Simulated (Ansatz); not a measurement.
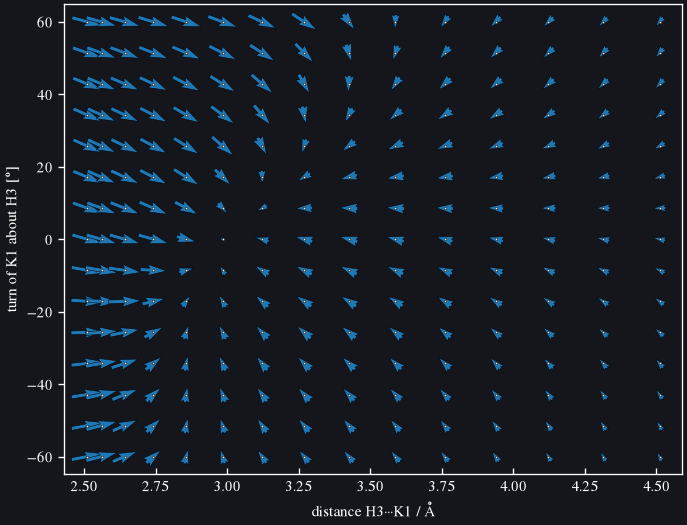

The pair K···H₂, charge +1. The turn is about an axis along (−0.79, 0.62, 0.00) in the frame of the relaxed pair, normal to the line between the partners. Coordinates scanned: (1) distance H3···K1; (2) turn of K1 about H3. The scan uses a 15 × 15 grid. Points are written as (first, second). Computed with RHF-MP2, frozen core/def2-TZVPD in Ansatz.

Drawn: dots at the grid points, arrows along the force (downhill), their lengths compressed.

**The arrows alone are given. Where is the energy lowest?**

The arrows converge at (2.984 Å, 0.0°) (read from the interpolated surface).

The energy map of the same scan:

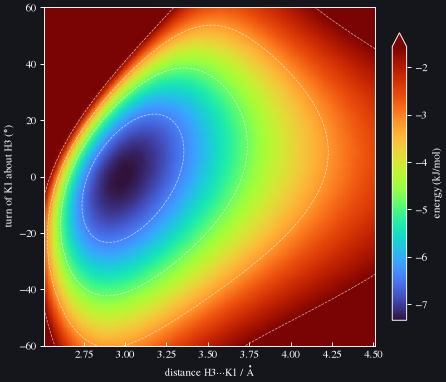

Energies are in kJ/mol, from the ion and the molecule far apart, frozen as in the relaxed pair, each in its own basis (no counterpoise correction); between grid points the surface is interpolated.
